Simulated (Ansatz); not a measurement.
Single-point calculation, with input and output: C$_{2}$H$_{10}$N$_{2}$Si

The run: single-point calculation of C$_{2}$H$_{10}$N$_{2}$Si, multiplicity 3, SMILES CN(C)N[SiH3]. Method and program: UKS wB97M-V/6-31G* (Ansatz 0.2.0).

Some settings of this run were made unusual or wrong on purpose. The geometry comes from this level: PBE0-D4/def2-TZVP.

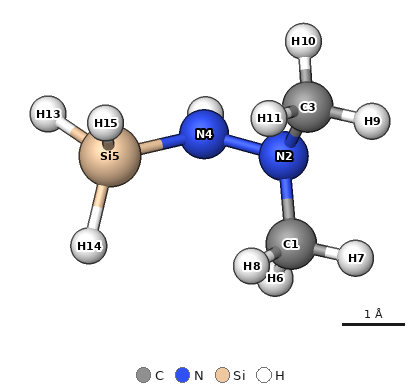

**Figure 1.** The structure as given in the input (ball-and-stick view, seen at a tilt; atoms are numbered from 1 in the order of the input).

**Input**
```yaml
crystal:
  periodic: [false, false, false]
  atoms:
    - {symbol: C, position_ang: [-0.721013, -1.286737, 0.638976]}
    - {symbol: N, position_ang: [0.167444, -0.850737, -0.414703]}
    - {symbol: C, position_ang: [1.536884, -0.735932, 0.037409]}
    - {symbol: N, position_ang: [-0.272106, 0.337760, -1.025759]}
    - {symbol: Si, position_ang: [-0.661273, 1.837022, -0.263320]}
    - {symbol: H, position_ang: [-1.730378, -1.398551, 0.241517]}
    - {symbol: H, position_ang: [-0.384374, -2.255517, 1.014524]}
    - {symbol: H, position_ang: [-0.759749, -0.588145, 1.493845]}
    - {symbol: H, position_ang: [1.871223, -1.706087, 0.411935]}
    - {symbol: H, position_ang: [2.169798, -0.447724, -0.801820]}
    - {symbol: H, position_ang: [1.668104, 0.005268, 0.843788]}
    - {symbol: H, position_ang: [-0.556248, 0.179109, -1.978202]}
    - {symbol: H, position_ang: [-0.980753, 2.751731, -1.388582]}
    - {symbol: H, position_ang: [-1.829589, 1.789576, 0.663535]}
    - {symbol: H, position_ang: [0.482039, 2.368965, 0.526867]}
basis:
  gaussian: {orbitals: "6-31G*", final_grid: {core_spheres: 1, valence_spheres: 1, degree: 5}}
magnetization: {spin_polarized: true, initial_magnetization: 2}
hamiltonian: {xc: {name: wB97M-V}}
```

Run as:
```bash
ansatz run in.yaml --threads 4 --pin off --events-out ev --progress --plain --max-ram 10444MiB
```

**Output**
```
Functional definition: wB97M-V
  name "wB97M-V"
  cite "Mardirossian & Head-Gordon, J. Chem. Phys. 144, 214110 (2016) doi:10.1063/1.4952647"
  cite "Becke, J. Chem. Phys. 107, 8554 (1997) doi:10.1063/1.475007"
  cite "Vydrov & Van Voorhis, J. Chem. Phys. 133, 244103 (2010) doi:10.1063/1.3521275"
  # Of w^i u^j: cxij and so on, Table III.
  parameter omega = 0.3/bohr
  parameter cx = 0.15
  parameter cx01 = 1.007
  parameter cx10 = 0.259
  parameter css00 = 0.443
  parameter css04 = -1.437
  parameter css10 = -4.535
  parameter css20 = -3.390
  parameter css43 = 4.278
  parameter cos00 = 1.000
  parameter cos10 = 1.358
  parameter cos20 = 2.924
  parameter cos21 = -8.812
  parameter cos60 = -1.390
  parameter cos61 = 9.142
  parameter b = 6.0
  parameter c = 0.01
  gx(w, u) = 1 - cx + cx01*u + cx10*w
  gss(w, u) = css00 + css04*u^4 + css10*w + css20*w^2 + css43*w^4*u^3
  gos(w, u) = cos00 + cos10*w + (cos20 + cos21*u)*w^2 + (cos60 + cos61*u)*w^6
  exchange = spin_sum(e_x_unif_sr(omega)*gx(b97_w, b97_u_x)) + cx*exact_x_sr(omega) + exact_x_lr(omega)
  correlation = spin_sum(e_c_pw_mod_same_spin*gss(b97_w, b97_u_same))
      + integral(e_c_pw_mod_opposite_spin*gos(b97_w_opposite, b97_u_opposite)) + vv10(b, c)
1051 factors; integrals over basis functions are off by at most 1.2e-3 eV
305 factors; integrals over basis functions are off by at most 3.6e-6 eV
mean field evaluation 1: about -13079.4185 eV, gradient 2.9e1 eV
mean field evaluation 2: about -13079.8474 eV, gradient 2.8e1 eV
mean field evaluation 4: about -13082.8513 eV, gradient 1.3e0 eV
mean field evaluation 8: about -13047.4293 eV, gradient 2.9e0 eV
mean field evaluation 16: about -13047.5791 eV, gradient 3.8e-1 eV
mean field evaluation 32: about -13047.7841 eV, gradient 1.8e-5 eV
mean field -13047.78407910 eV, -479.4972208013 hartree, gradient 1.1e-5 eV, S^2 2.007216; 4 other end points of the search recorded, 0 dependent functions left out
reference -13047.78419220 eV, -479.4972249575 hartree; 26, 24 occupied and 73, 75 virtual orbitals, 1051 factors
Total energy: -13047.78419220 eV, -479.4972249575 hartree
```

**What the run reported**

- outcome: converged
- total energy: −13047.7842 eV
- ⟨S²⟩: 2.007
- SCF solution under orbital rotations: stable
- hardware: 4 threads of Arm Neoverse V2, 23 GiB of memory available, shared host
- wall time: 29 s (CPU time 1.9 min)
- peak memory: 0.61 GiB

**Diagnosis**

This input holds a deliberate fault: grid. The program still converged, but the numbers can't be taken as results for the intended system.
